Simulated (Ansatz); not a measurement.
**AlH5N2S: one species, many methods, part 1 of 2**

How much do the methods differ for AlH5N2S? The plan is to run it at one geometry with functionals of several rungs and with coupled cluster, and see how far each lands from CCSD(T) at the basis-set limit for the atomisation energy.

Method: functionals in def2-TZVPP, the program's frozen cores in correlated methods; program: Ansatz 0.2.0, Gaussian basis.

Plan: LDA (SPW92), PBE-D4, revPBE-D4, BLYP-D4, r2SCAN-D4, B97M-V, PBE0-D4, B3LYP-D4, r2SCANh-D4, r2SCAN0-D4, HSE06-D4, BHLYP-D4, CAM-B3LYP-D4, LC-ωPBE, ωB97X-V, ωB97M-V, B2PLYP, PBE-QIDH; CCSD(T)/def2-SVP; CCSD(T)/def2-TZVPP; MP2/def2-QZVPP; extrapolation to the limit; RPA on PBE.

## (1) The geometry

An earlier PBE0-D4 in a triple-zeta def2 set relaxation fixed the geometry.

SMILES `[NH2][Al]([NH2])[SH]`, 9 atoms, charge 0, spin multiplicity 1.

Atoms are counted from 1 here; the program's logs count them from 0.

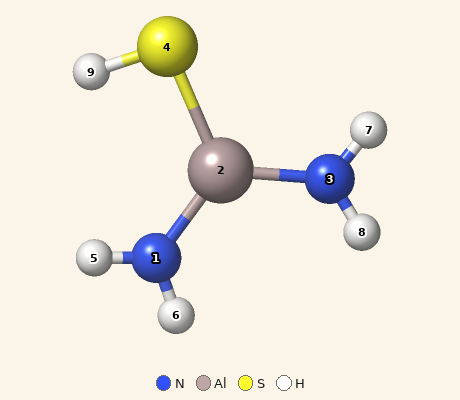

The geometry (nitrogen blue, aluminium light grey, sulfur yellow, hydrogen white); atoms are numbered from 1 in the order of the file.

## (2) LDA

This LDA is Slater exchange with PW92 correlation.

Contents of in.yaml:

```yaml
crystal:
  periodic: [false, false, false]
  atoms:
    - {symbol: N, position_ang: [-0.333367, 1.123465, -1.020110]}
    - {symbol: Al, position_ang: [-0.067311, -0.155269, 0.167345]}
    - {symbol: N, position_ang: [1.403688, -1.127799, 0.168833]}
    - {symbol: S, position_ang: [-1.572721, -0.590682, 1.698035]}
    - {symbol: H, position_ang: [-1.199348, 1.619232, -1.146758]}
    - {symbol: H, position_ang: [0.351506, 1.445464, -1.683627]}
    - {symbol: H, position_ang: [1.646776, -1.784232, 0.891663]}
    - {symbol: H, position_ang: [2.111334, -1.118836, -0.546267]}
    - {symbol: H, position_ang: [-2.251959, 0.542458, 1.453686]}
basis:
  gaussian: {orbitals: def2-TZVPP}
hamiltonian: {xc: lda}
output: {orbitals: {seedname: orbitals}}
```

Run with:

```bash
> ansatz run in.yaml --threads 4 --pin off --events-out ev --progress --plain --max-ram 10444MiB
```

The log of the run:

```text
Functional definition: SPW92
  name "SPW92"
  cite "Dirac, Proc. Camb. Phil. Soc. 26, 376 (1930) doi:10.1017/S0305004100016108"
  cite "Slater, Phys. Rev. 81, 385 (1951) doi:10.1103/PhysRev.81.385"
  cite "Perdew & Wang, Phys. Rev. B 45, 13244 (1992) doi:10.1103/PhysRevB.45.13244"
  exchange = slater_x
  correlation = pw_c
1158 factors; their error is unknown
mean field evaluation 1: about -20386.4575 eV, gradient 1.1e2 eV
mean field evaluation 2: about -20279.2892 eV, gradient 1.9e2 eV
mean field evaluation 4: about -20406.4335 eV, gradient 2.8e1 eV
mean field evaluation 8: about -20408.2429 eV, gradient 6.6e-1 eV
mean field evaluation 16: about -20408.2322 eV, gradient 1.6e-4 eV
mean field -20408.23216080 eV, -749.9886987128 hartree, gradient 4.9e-5 eV, S^2 0.000000; 0 other end points of the search recorded, 0 dependent functions left out
reference -20408.23219737 eV, -749.9887000568 hartree; 24, 24 occupied and 192, 192 virtual orbitals, 1158 factors
Total energy: -20408.23219737 eV, -749.9887000568 hartree
```

It took 0.75 s on 4 threads of Arm Neoverse V2, shared host.

With the free atoms at this level, -20372.626 eV in sum, the atomisation energy is 3435.5 kJ/mol. HOMO -5.88 eV, LUMO -0.98 eV.

## (3) PBE-D4 (GGA)

in.yaml, as its differences from that of step 2:

```diff
@@ -14,3 +14,3 @@
   gaussian: {orbitals: def2-TZVPP}
-hamiltonian: {xc: lda}
-output: {orbitals: {seedname: orbitals}}
+hamiltonian: {xc: pbe, dispersion: d4}
+output: {forces: true, orbitals: {seedname: orbitals}}
```

The command is unchanged.

The log of the run (excerpt; [...] marks lines left out):

```text
Functional definition: PBE
  name "PBE"
  cite "Perdew, Burke & Ernzerhof, Phys. Rev. Lett. 77, 3865 (1996) doi:10.1103/PhysRevLett.77.3865"
  parent pbe
[...]
1158 factors; their error is unknown
[...]
mean field -20487.09921977 eV, -752.8870096718 hartree, gradient 3.9e-5 eV, S^2 0.000000; 0 other end points of the search recorded, 0 dependent functions left out
[...]
reference -20487.09925841 eV, -752.8870110918 hartree; 24, 24 occupied and 192, 192 virtual orbitals, 1158 factors
Total energy: -20487.27589422 eV, -752.8935023381 hartree
Atom 0 at    -0.333367     1.123465    -1.020110 Å, force     0.030659    -0.079327     0.073246 eV/Å
Atom 1 at    -0.067311    -0.155269     0.167345 Å, force    -0.099228    -0.001409     0.081743 eV/Å
Atom 2 at     1.403688    -1.127799     0.168833 Å, force    -0.089172     0.065491    -0.001391 eV/Å
Atom 3 at    -1.572721    -0.590682     1.698035 Å, force    -0.011924    -0.265050     0.188363 eV/Å
Atom 4 at    -1.199348     1.619232    -1.146758 Å, force    -0.288310     0.176514    -0.057244 eV/Å
Atom 5 at     0.351506     1.445464    -1.683627 Å, force     0.222023     0.129514    -0.237771 eV/Å
Atom 6 at     1.646776    -1.784232     0.891663 Å, force     0.100831    -0.225312     0.237059 eV/Å
Atom 7 at     2.111334    -1.118836    -0.546267 Å, force     0.254205    -0.015133    -0.237287 eV/Å
Atom 8 at    -2.251959     0.542458     1.453686 Å, force    -0.119084     0.214712    -0.046720 eV/Å
Dipole moment:     0.219940     0.190741    -0.323296 e Å
```

It took 1.4 s on 4 threads of Arm Neoverse V2, shared host.

With the free atoms at this level, -20455.571 eV in sum, the atomisation energy is 3059.1 kJ/mol. HOMO -5.70 eV, LUMO -0.80 eV.

## (4) revPBE-D4 (GGA)

in.yaml, as its differences from that of step 3:

```diff
@@ -14,3 +14,3 @@
   gaussian: {orbitals: def2-TZVPP}
-hamiltonian: {xc: pbe, dispersion: d4}
-output: {forces: true, orbitals: {seedname: orbitals}}
+hamiltonian: {xc: {name: revPBE}, dispersion: d4}
+output: {orbitals: {seedname: orbitals}}
```

Launched as before.

The log of the run:

```text
Functional definition: revPBE
  name "revPBE"
  cite "Zhang & Yang, Phys. Rev. Lett. 80, 890 (1998) doi:10.1103/PhysRevLett.80.890"
  cite "Perdew, Burke & Ernzerhof, Phys. Rev. Lett. 77, 3865 (1996) doi:10.1103/PhysRevLett.77.3865"
  parameter kappa = 1.245
  parameter beta = 0.06672455060314922
  exchange = pbe_x(kappa = kappa, mu = beta*pi^2/3)
  correlation = pbe_c(beta = beta)
1158 factors; their error is unknown
mean field evaluation 1: about -20474.5287 eV, gradient 1.0e2 eV
mean field evaluation 2: about -20374.6149 eV, gradient 1.8e2 eV
mean field evaluation 4: about -20493.3078 eV, gradient 2.5e1 eV
mean field evaluation 8: about -20494.7935 eV, gradient 5.5e-1 eV
mean field evaluation 16: about -20494.7810 eV, gradient 1.6e-4 eV
mean field -20494.78096871 eV, -753.1693087384 hartree, gradient 4.0e-5 eV, S^2 0.000000; 0 other end points of the search recorded, 0 dependent functions left out
reference -20494.78101672 eV, -753.1693105031 hartree; 24, 24 occupied and 192, 192 virtual orbitals, 1158 factors
Total energy: -20495.25980399 eV, -753.1869056104 hartree
```

Wall time 1.1 s (4 threads of Arm Neoverse V2, shared host).

Atomisation energy: 2980.2 kJ/mol (free atoms -20464.372 eV, run apart). HOMO -5.63 eV, LUMO -0.69 eV.

## (5) BLYP-D4 (GGA)

in.yaml, as its differences from that of step 4:

```diff
@@ -14,3 +14,3 @@
   gaussian: {orbitals: def2-TZVPP}
-hamiltonian: {xc: {name: revPBE}, dispersion: d4}
+hamiltonian: {xc: {name: BLYP}, dispersion: d4}
 output: {orbitals: {seedname: orbitals}}
```

Launched as before.

The log of the run:

```text
Functional definition: BLYP
  name "BLYP"
  cite "Becke, Phys. Rev. A 38, 3098 (1988) doi:10.1103/PhysRevA.38.3098"
  cite "Lee, Yang & Parr, Phys. Rev. B 37, 785 (1988) doi:10.1103/PhysRevB.37.785"
  parameter beta = 0.0042
  parameter a = 0.04918
  parameter b = 0.132
  parameter c = 0.2533
  parameter d = 0.349
  exchange = b88_x(beta = beta)
  correlation = lyp_c(a = a, b = b, c = c, d = d)
1158 factors; their error is unknown
mean field evaluation 1: about -20475.0345 eV, gradient 1.1e2 eV
mean field evaluation 2: about -20364.2537 eV, gradient 2.0e2 eV
mean field evaluation 4: about -20496.2454 eV, gradient 2.9e1 eV
mean field evaluation 8: about -20498.2491 eV, gradient 6.7e-1 eV
mean field evaluation 16: about -20498.2375 eV, gradient 4.9e-4 eV
mean field -20498.23745680 eV, -753.2963323331 hartree, gradient 2.0e-5 eV, S^2 0.000000; 0 other end points of the search recorded, 0 dependent functions left out
reference -20498.23778671 eV, -753.2963444568 hartree; 24, 24 occupied and 192, 192 virtual orbitals, 1158 factors
Total energy: -20498.61573702 eV, -753.3102338745 hartree
```

Run time: 1.2 s. Hardware: 4 threads of Arm Neoverse V2, shared host.

With the free atoms at this level, -20467.247 eV in sum, the atomisation energy is 3026.6 kJ/mol. HOMO -5.56 eV, LUMO -0.77 eV.

## (6) r2SCAN-D4 (meta-GGA)

in.yaml, as its differences from that of step 5:

```diff
@@ -14,3 +14,3 @@
   gaussian: {orbitals: def2-TZVPP}
-hamiltonian: {xc: {name: BLYP}, dispersion: d4}
-output: {orbitals: {seedname: orbitals}}
+hamiltonian: {xc: r2scan, dispersion: d4}
+output: {forces: true, orbitals: {seedname: orbitals}}
```

Launched as before.

The log of the run (excerpt; [...] marks lines left out):

```text
Functional definition: r2SCAN
  name "r2SCAN"
  cite "Furness, Kaplan, Ning, Perdew & Sun, J. Phys. Chem. Lett. 11, 8208 (2020) doi:10.1021/acs.jpclett.0c02405"
  cite "Furness, Kaplan, Ning, Perdew & Sun, J. Phys. Chem. Lett. 11, 9248 (2020) doi:10.1021/acs.jpclett.0c03077"
  parent r2scan
[...]
1158 factors; their error is unknown
[...]
mean field -20496.19730503 eV, -753.2213581383 hartree, gradient 2.3e-5 eV, S^2 0.000000; 0 other end points of the search recorded, 0 dependent functions left out
[...]
reference -20496.19731689 eV, -753.2213585742 hartree; 24, 24 occupied and 192, 192 virtual orbitals, 1158 factors
Total energy: -20496.24062484 eV, -753.2229501120 hartree
Atom 0 at    -0.333367     1.123465    -1.020110 Å, force     0.016889    -0.047989     0.038431 eV/Å
Atom 1 at    -0.067311    -0.155269     0.167345 Å, force    -0.011827     0.001832     0.013531 eV/Å
Atom 2 at     1.403688    -1.127799     0.168833 Å, force    -0.049056     0.039289    -0.007695 eV/Å
Atom 3 at    -1.572721    -0.590682     1.698035 Å, force    -0.020750    -0.016139     0.028371 eV/Å
Atom 4 at    -1.199348     1.619232    -1.146758 Å, force     0.002733     0.034781    -0.035498 eV/Å
Atom 5 at     0.351506     1.445464    -1.683627 Å, force    -0.017138     0.037894    -0.033623 eV/Å
Atom 6 at     1.646776    -1.784232     0.891663 Å, force     0.041625    -0.022892    -0.009417 eV/Å
Atom 7 at     2.111334    -1.118836    -0.546267 Å, force     0.039844    -0.032699     0.009661 eV/Å
Atom 8 at    -2.251959     0.542458     1.453686 Å, force    -0.002322     0.005923    -0.003761 eV/Å
Dipole moment:     0.223072     0.200015    -0.333605 e Å
```

Run time: 2.7 s. Hardware: 4 threads of Arm Neoverse V2, shared host.

With the free atoms at this level, -20465.030 eV in sum, the atomisation energy is 3011.4 kJ/mol. HOMO -6.00 eV, LUMO -0.26 eV.

## (7) B97M-V (meta-GGA)

in.yaml, as its differences from that of step 6:

```diff
@@ -14,3 +14,3 @@
   gaussian: {orbitals: def2-TZVPP}
-hamiltonian: {xc: r2scan, dispersion: d4}
-output: {forces: true, orbitals: {seedname: orbitals}}
+hamiltonian: {xc: {name: B97M-V}}
+output: {orbitals: {seedname: orbitals}}
```

The command is unchanged.

The log of the run (excerpt; [...] marks lines left out):

```text
Functional definition: B97M-V
  name "B97M-V"
  cite "Mardirossian & Head-Gordon, J. Chem. Phys. 142, 074111 (2015) doi:10.1063/1.4907719"
  cite "Becke, J. Chem. Phys. 107, 8554 (1997) doi:10.1063/1.475007"
  cite "Vydrov & Van Voorhis, J. Chem. Phys. 133, 244103 (2010) doi:10.1063/1.3521275"
  # Of w^i u^j: cxij and so on, Table III.
[...]
  gx(w, u) = cx00 + cx01*u + cx02*u^2 + (cx10 + cx11*u)*w
  gss(w, u) = css00 + css02*u^2 + css10*w + (css32*w^3 + css42*w^4)*u^2
  gos(w, u) = cos00 + cos01*u + cos03*u^3 + cos10*w + cos32*w^3*u^2
[...]
      + integral(e_c_pw_mod_opposite_spin*gos(b97_w_opposite, b97_u_opposite)) + vv10(b, c)
1158 factors; their error is unknown
[...]
mean field -20494.44372558 eV, -753.1569152820 hartree, gradient 6.9e-5 eV, S^2 0.000000; 0 other end points of the search recorded, 0 dependent functions left out
reference -20494.44378596 eV, -753.1569175010 hartree; 24, 24 occupied and 192, 192 virtual orbitals, 1158 factors
Total energy: -20494.44378596 eV, -753.1569175010 hartree
```

It took 5 s on 4 threads of Arm Neoverse V2, shared host.

With the free atoms at this level, -20462.997 eV in sum, the atomisation energy is 3034.1 kJ/mol. HOMO -6.03 eV, LUMO -0.61 eV.

## (8) PBE0-D4 (hybrid)

in.yaml, as its differences from that of step 7:

```diff
@@ -14,3 +14,3 @@
   gaussian: {orbitals: def2-TZVPP}
-hamiltonian: {xc: {name: B97M-V}}
+hamiltonian: {xc: pbe0, dispersion: d4}
 output: {orbitals: {seedname: orbitals}}
```

Its log isn't repeated here (it stands with the study of this molecule's fields); it ends on a total energy of -20489.007801 eV.

Atomisation energy: 2997.3 kJ/mol (free atoms -20457.943 eV, run apart). HOMO -7.12 eV, LUMO 0.01 eV.

## (9) B3LYP-D4 (hybrid)

B3LYP here takes the VWN-RPA correlation.

in.yaml, as its differences from that of step 8:

```diff
@@ -14,3 +14,3 @@
   gaussian: {orbitals: def2-TZVPP}
-hamiltonian: {xc: pbe0, dispersion: d4}
-output: {orbitals: {seedname: orbitals}}
+hamiltonian: {xc: {name: B3LYP}, dispersion: d4}
+output: {forces: true, orbitals: {seedname: orbitals}}
```

Same command.

The log of the run (excerpt; [...] marks lines left out):

```text
Functional definition: B3LYP
  name "B3LYP"
  cite "Stephens, Devlin, Chabalowski & Frisch, J. Phys. Chem. 98, 11623 (1994) doi:10.1021/j100096a001"
  cite "Becke, Phys. Rev. A 38, 3098 (1988) doi:10.1103/PhysRevA.38.3098"
  cite "Lee, Yang & Parr, Phys. Rev. B 37, 785 (1988) doi:10.1103/PhysRevB.37.785"
  cite "Vosko, Wilk & Nusair, Can. J. Phys. 58, 1200 (1980) doi:10.1139/p80-159"
[...]
1194 factors; their error is unknown
[...]
mean field -20500.53066879 eV, -753.3806063193 hartree, gradient 4.6e-5 eV, S^2 0.000000; 0 other end points of the search recorded, 0 dependent functions left out
[...]
reference -20500.53091636 eV, -753.3806154171 hartree; 24, 24 occupied and 192, 192 virtual orbitals, 1194 factors
Total energy: -20500.81636507 eV, -753.3911054641 hartree
Atom 0 at    -0.333367     1.123465    -1.020110 Å, force     0.005098     0.000877    -0.008536 eV/Å
Atom 1 at    -0.067311    -0.155269     0.167345 Å, force     0.024213    -0.002486    -0.014925 eV/Å
Atom 2 at     1.403688    -1.127799     0.168833 Å, force     0.010672    -0.004171    -0.005583 eV/Å
Atom 3 at    -1.572721    -0.590682     1.698035 Å, force    -0.065807     0.002320     0.050741 eV/Å
Atom 4 at    -1.199348     1.619232    -1.146758 Å, force     0.001515     0.022876    -0.021569 eV/Å
Atom 5 at     0.351506     1.445464    -1.683627 Å, force    -0.010111     0.024552    -0.021883 eV/Å
Atom 6 at     1.646776    -1.784232     0.891663 Å, force     0.029399    -0.015218    -0.005859 eV/Å
Atom 7 at     2.111334    -1.118836    -0.546267 Å, force     0.027284    -0.020549     0.004719 eV/Å
Atom 8 at    -2.251959     0.542458     1.453686 Å, force    -0.022262    -0.008200     0.022896 eV/Å
Dipole moment:     0.220567     0.191986    -0.325631 e Å
```

Wall time 2.3 s (4 threads of Arm Neoverse V2, shared host); peak memory 0.52 GiB.

Atomisation energy: 3025.6 kJ/mol (free atoms -20469.459 eV, run apart). HOMO -6.86 eV, LUMO -0.30 eV.

## (10) r2SCANh-D4 (hybrid)

in.yaml, as its differences from that of step 9:

```diff
@@ -14,3 +14,3 @@
   gaussian: {orbitals: def2-TZVPP}
-hamiltonian: {xc: {name: B3LYP}, dispersion: d4}
-output: {forces: true, orbitals: {seedname: orbitals}}
+hamiltonian: {xc: {name: r2SCANh}, dispersion: d4}
+output: {orbitals: {seedname: orbitals}}
```

Launched as before.

The log of the run (excerpt; [...] marks lines left out):

```text
Functional definition: r2SCANh
  name "r2SCANh"
  cite "Bursch, Neugebauer, Ehlert & Grimme, J. Chem. Phys. 156, 134105 (2022) doi:10.1063/5.0086040"
  cite "Furness, Kaplan, Ning, Perdew & Sun, J. Phys. Chem. Lett. 11, 8208 (2020) doi:10.1021/acs.jpclett.0c02405"
  cite "Furness, Kaplan, Ning, Perdew & Sun, J. Phys. Chem. Lett. 11, 9248 (2020) doi:10.1021/acs.jpclett.0c03077"
  parent r2scan
[...]
1158 factors; their error is unknown
[...]
mean field -20495.93287203 eV, -753.2116404048 hartree, gradient 7.2e-5 eV, S^2 0.000000; 0 other end points of the search recorded, 0 dependent functions left out
reference -20495.93288291 eV, -753.2116408046 hartree; 24, 24 occupied and 192, 192 virtual orbitals, 1158 factors
Total energy: -20495.97950076 eV, -753.2133539789 hartree
```

It took 2.6 s on 4 threads of Arm Neoverse V2, shared host; peak memory 0.47 GiB.

Atomisation energy: 2988.9 kJ/mol (free atoms -20465.002 eV, run apart). HOMO -6.54 eV, LUMO -0.02 eV.

## (11) r2SCAN0-D4 (hybrid)

in.yaml, as its differences from that of step 10:

```diff
@@ -14,3 +14,3 @@
   gaussian: {orbitals: def2-TZVPP}
-hamiltonian: {xc: {name: r2SCANh}, dispersion: d4}
+hamiltonian: {xc: {name: r2SCAN0}, dispersion: d4}
 output: {orbitals: {seedname: orbitals}}
```

Same command.

The log of the run (excerpt; [...] marks lines left out):

```text
Functional definition: r2SCAN0
  name "r2SCAN0"
  cite "Bursch, Neugebauer, Ehlert & Grimme, J. Chem. Phys. 156, 134105 (2022) doi:10.1063/5.0086040"
  cite "Furness, Kaplan, Ning, Perdew & Sun, J. Phys. Chem. Lett. 11, 8208 (2020) doi:10.1021/acs.jpclett.0c02405"
  cite "Furness, Kaplan, Ning, Perdew & Sun, J. Phys. Chem. Lett. 11, 9248 (2020) doi:10.1021/acs.jpclett.0c03077"
  parent r2scan
[...]
1220 factors; their error is unknown
[...]
mean field -20495.55810456 eV, -753.1978679545 hartree, gradient 4.9e-5 eV, S^2 0.000000; 0 other end points of the search recorded, 0 dependent functions left out
reference -20495.55811398 eV, -753.1978683005 hartree; 24, 24 occupied and 192, 192 virtual orbitals, 1220 factors
Total energy: -20495.60987065 eV, -753.1997703229 hartree
```

Run time: 2.8 s. Hardware: 4 threads of Arm Neoverse V2, shared host; peak memory 0.48 GiB.

Atomisation energy: 2956.1 kJ/mol (free atoms -20464.972 eV, run apart). HOMO -7.34 eV, LUMO 0.33 eV.

## (12) HSE06-D4 (hybrid)

HSE06 is the plane-wave form, built on full-range PBE exchange.

in.yaml, as its differences from that of step 11:

```diff
@@ -14,3 +14,3 @@
   gaussian: {orbitals: def2-TZVPP}
-hamiltonian: {xc: {name: r2SCAN0}, dispersion: d4}
+hamiltonian: {xc: hse06, dispersion: d4}
 output: {orbitals: {seedname: orbitals}}
```

Same command.

The log of the run (excerpt; [...] marks lines left out):

```text
Functional definition: HSE06
  name "HSE06"
  cite "Heyd, Scuseria & Ernzerhof, J. Chem. Phys. 118, 8207 (2003) doi:10.1063/1.1564060"
  cite "Krukau, Vydrov, Izmaylov & Scuseria, J. Chem. Phys. 125, 224106 (2006) doi:10.1063/1.2404663"
  cite "Heyd & Scuseria, J. Chem. Phys. 120, 7274 (2004) doi:10.1063/1.1668634"
  cite "Ernzerhof & Perdew, J. Chem. Phys. 109, 3313 (1998) doi:10.1063/1.476928"
  cite "Perdew, Burke & Ernzerhof, Phys. Rev. Lett. 77, 3865 (1996) doi:10.1103/PhysRevLett.77.3865"
  parent pbe
[...]
  # The whole range is PBE's own exchange, as in plane waves. The composition of these papers is wPBEh.
[...]
1220 factors; their error is unknown
108 factors; integrals over basis functions are off by at most 6.0e-7 eV
[...]
mean field -20488.33145664 eV, -752.9322935416 hartree, gradient 2.9e-5 eV, S^2 0.000000; 0 other end points of the search recorded, 0 dependent functions left out
reference -20488.33149607 eV, -752.9322949906 hartree; 24, 24 occupied and 192, 192 virtual orbitals, 1220 factors
Total energy: -20488.47363151 eV, -752.9375183718 hartree
```

Wall time 1.7 s (4 threads of Arm Neoverse V2, shared host); peak memory 0.48 GiB.

Atomisation energy: 2999.4 kJ/mol (free atoms -20457.387 eV, run apart). HOMO -6.72 eV, LUMO -0.36 eV.

## (13) BHLYP-D4 (hybrid)

in.yaml, as its differences from that of step 12:

```diff
@@ -14,3 +14,3 @@
   gaussian: {orbitals: def2-TZVPP}
-hamiltonian: {xc: hse06, dispersion: d4}
+hamiltonian: {xc: {name: BHLYP}, dispersion: d4}
 output: {orbitals: {seedname: orbitals}}
```

Same command.

The log of the run:

```text
Functional definition: BHLYP
  name "BHLYP"
  cite "Becke, J. Chem. Phys. 98, 1372 (1993) doi:10.1063/1.464304"
  cite "Becke, Phys. Rev. A 38, 3098 (1988) doi:10.1103/PhysRevA.38.3098"
  cite "Lee, Yang & Parr, Phys. Rev. B 37, 785 (1988) doi:10.1103/PhysRevB.37.785"
  parameter a = 0.5
  exchange = (1 - a)*b88_x + a*exact_x
  correlation = lyp_c
1273 factors; their error is unknown
mean field evaluation 1: about -20487.2599 eV, gradient 7.4e1 eV
mean field evaluation 2: about -20484.1375 eV, gradient 8.0e1 eV
mean field evaluation 4: about -20497.4925 eV, gradient 1.9e0 eV
mean field evaluation 8: about -20497.4996 eV, gradient 8.5e-2 eV
mean field evaluation 16: about -20497.5634 eV, gradient 5.4e-5 eV
mean field -20497.56336519 eV, -753.2715599234 hartree, gradient 5.4e-5 eV, S^2 0.000000; 0 other end points of the search recorded, 0 dependent functions left out
reference -20497.56353499 eV, -753.2715661633 hartree; 24, 24 occupied and 192, 192 virtual orbitals, 1273 factors
Total energy: -20497.79782230 eV, -753.2801760630 hartree
```

It took 1.6 s on 4 threads of Arm Neoverse V2, shared host; peak memory 0.46 GiB.

With the free atoms at this level, -20467.442 eV in sum, the atomisation energy is 2928.9 kJ/mol. HOMO -8.26 eV, LUMO 0.67 eV.

## (14) CAM-B3LYP-D4 (range-separated)

in.yaml, as its differences from that of step 13:

```diff
@@ -14,3 +14,3 @@
   gaussian: {orbitals: def2-TZVPP}
-hamiltonian: {xc: {name: BHLYP}, dispersion: d4}
+hamiltonian: {xc: {name: CAM-B3LYP}, dispersion: d4}
 output: {orbitals: {seedname: orbitals}}
```

Same command.

The log of the run (excerpt; [...] marks lines left out):

```text
Functional definition: CAM-B3LYP
  name "CAM-B3LYP"
  cite "Yanai, Tew & Handy, Chem. Phys. Lett. 393, 51 (2004) doi:10.1016/j.cplett.2004.06.011"
  cite "Iikura, Tsuneda, Yanai & Hirao, J. Chem. Phys. 115, 3540 (2001) doi:10.1063/1.1383587"
  cite "Becke, Phys. Rev. A 38, 3098 (1988) doi:10.1103/PhysRevA.38.3098"
  cite "Lee, Yang & Parr, Phys. Rev. B 37, 785 (1988) doi:10.1103/PhysRevB.37.785"
  cite "Vosko, Wilk & Nusair, Can. J. Phys. 58, 1200 (1980) doi:10.1139/p80-159"
[...]
  # Exact exchange under (alpha + beta erf(omega r))/r, Becke's under what is left of 1/r.
[...]
1189 factors; their error is unknown
300 factors; integrals over basis functions are off by at most 1.7e-5 eV
[...]
mean field -20498.47487307 eV, -753.3050572200 hartree, gradient 3.1e-5 eV, S^2 0.000000; 0 other end points of the search recorded, 0 dependent functions left out
reference -20498.47499409 eV, -753.3050616675 hartree; 24, 24 occupied and 192, 192 virtual orbitals, 1189 factors
Total energy: -20498.63051855 eV, -753.3107770859 hartree
```

It took 1.9 s on 4 threads of Arm Neoverse V2, shared host; peak memory 0.51 GiB.

With the free atoms at this level, -20467.155 eV in sum, the atomisation energy is 3036.9 kJ/mol. HOMO -8.49 eV, LUMO 0.82 eV.

(Continued in part 2 of 2.)
